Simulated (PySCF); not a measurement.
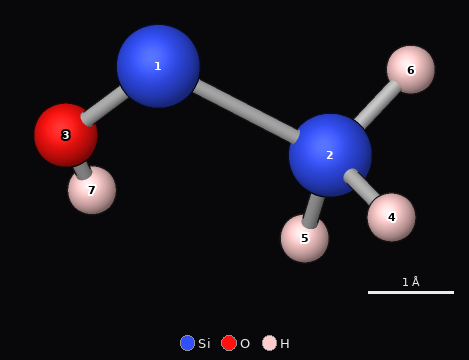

*The structure as given in the input (ball-and-stick view, seen at a tilt; atoms are numbered from 1 in the order of the input).*

**Run report: Si$_{2}$H$_{4}$O, NMR shielding calculation**

Si$_{2}$H$_{4}$O, SMILES O[Si][SiH3], computed with GIAO PBE0/pcSseg-2 NMR shielding, non-relativistic, gas phase (PySCF 2.14.0).

The geometry comes from this level: PBE0-D3(BJ)/def2-SVP. Figures and captions count atoms from 1; the log counts them from 0 in places.

**What the program printed**
```
coarse grid: 6816 points
cycle   1  E = -656.2317835161  dE = -2.694e-02  |g| = 7.260e-01  |ddm| = 1.955e+00
cycle   2  E = -655.8485875880  dE =  3.832e-01  |g| = 1.524e+00  |ddm| = 9.963e-01
cycle   3  E = -656.3255094019  dE = -4.769e-01  |g| = 1.004e-01  |ddm| = 7.666e-01
cycle   4  E = -656.3281825311  dE = -2.673e-03  |g| = 2.517e-02  |ddm| = 1.177e-01
cycle   5  E = -656.3283591865  dE = -1.767e-04  |g| = 6.169e-03  |ddm| = 3.185e-02
cycle   6  E = -656.3283666071  dE = -7.421e-06  |g| = 1.285e-03  |ddm| = 6.417e-03
final grid: 56552 points
cycle   7  E = -656.3320051634  dE = -2.922e-05  |g| = 5.415e-03  |ddm| = 1.351e-02
cycle   8  E = -656.3319942909  dE =  1.087e-05  |g| = 9.267e-03  |ddm| = 6.618e-03
cycle   9  E = -656.3320099234  dE = -1.563e-05  |g| = 5.668e-04  |ddm| = 4.265e-03
cycle  10  E = -656.3320099689  dE = -4.555e-08  |g| = 1.137e-04  |ddm| = 3.864e-04
cycle  11  E = -656.3320099718  dE = -2.888e-09  |g| = 2.760e-05  |ddm| = 1.697e-04
cycle  12  E = -656.3320099720  dE = -2.069e-10  |g| = 3.443e-06  |ddm| = 4.334e-05
```

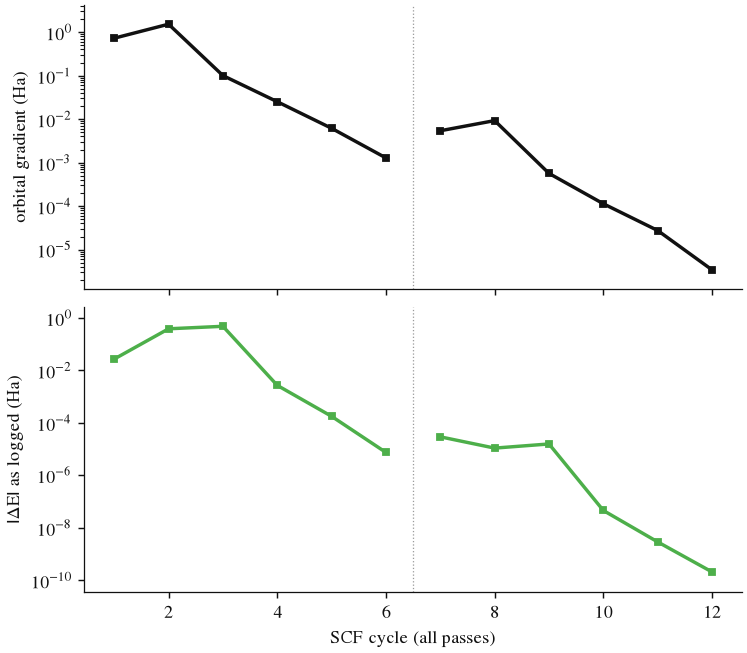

*Convergence of the self-consistent field: orbital gradient and size of the energy change against the SCF cycle. The dotted line marks the change from a coarse to the final integration grid.*

The first 6 cycles use a coarse grid, the final grid takes over at cycle 7, and the field converges after 12 cycles in all.

```
converged SCF energy = -656.3320099720

GIAO shielding tensors (ppm)
atom      isotropic    diamagn.    paramagn.     s11        s22        s33       span
  0 Si    -236.353     874.907   -1111.260  -1179.321    204.245    266.016   1445.337
  1 Si     437.357     880.867    -443.511    395.390    444.554    472.126     76.735
  2 O        0.274     387.587    -387.313   -204.425   -111.514    316.761    521.186
  3 H       27.654      29.039      -1.385     25.261     26.568     31.133      5.871
  4 H       28.447      30.142      -1.695     26.508     26.911     31.920      5.412
  5 H       27.626      29.030      -1.404     25.220     26.538     31.120      5.900
  6 H       22.290      32.557     -10.267     20.317     21.353     25.200      4.884
```

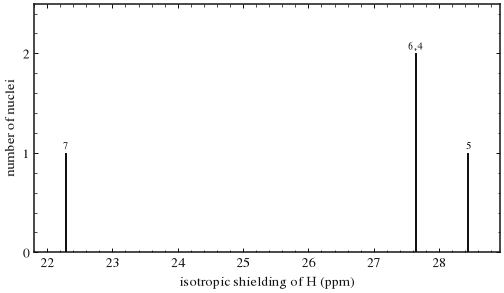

*Isotropic shieldings of the hydrogen nuclei in this fixed geometry, labelled by atom number; shielding grows to the right, so chemical shift grows to the left.*

The least shielded is H7 (22.3 ppm), the most shielded H5 (28.4 ppm).

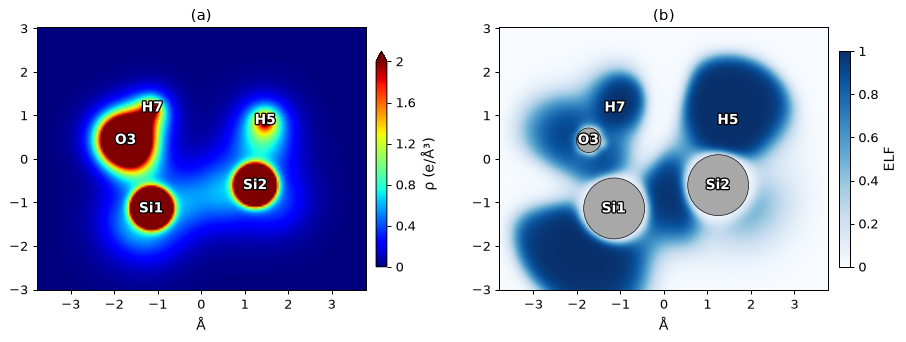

*(a) total electron density; (b) electron localisation function on the plane of atoms Si1, O3 and H7. Grey discs, where drawn, cover atomic cores.*

The section cuts through Si, O and H sites.

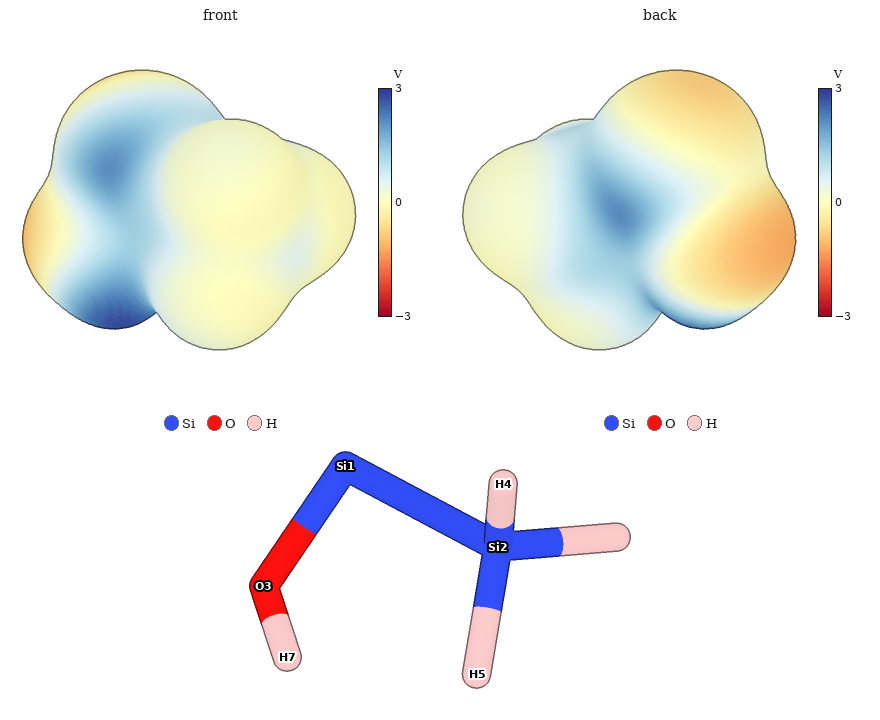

*The electrostatic potential painted on the density surface at 0.002 e/bohr³, seen at a tilt and from behind; red is negative and blue positive. The bare structure is drawn below in the same view.*

Its dipole moment is 0.94 D.

The run was set up as follows.

**Input file**
```
{"job": {"kind": "nmr", "xc": "PBE0", "basis": "pcSseg-2"}, "charge": 0, "multiplicity": 1}
Si     1.255086     1.034366     0.694971
Si    -0.887262    -0.092623     0.316282
O      2.102397     0.345551    -0.571335
H     -1.978988     0.895196     0.024956
H     -0.813461    -1.042511    -0.851236
H     -1.315770    -0.884192     1.516973
H      1.668600    -0.289820    -1.153474
```

The first line tells a small driver script what to run in PySCF; the rest is the geometry in Å.

Command:
```bash
OMP_NUM_THREADS=1 python <driver script> task.json out
```

**Results in brief**

```csv
quantity,value
outcome,converged
total energy,−656.332010 hartree
HOMO,−6.31 eV
LUMO,−2.53 eV
dipole moment,0.94 D
"isotropic shielding, Si",−236.4 to 437.4 ppm
"isotropic shielding, O",0.3 ppm
"isotropic shielding, H",22.3 to 28.4 ppm
hardware,"1 CPU thread, shared host"
wall time,25 s
peak memory,0.73 GiB
```
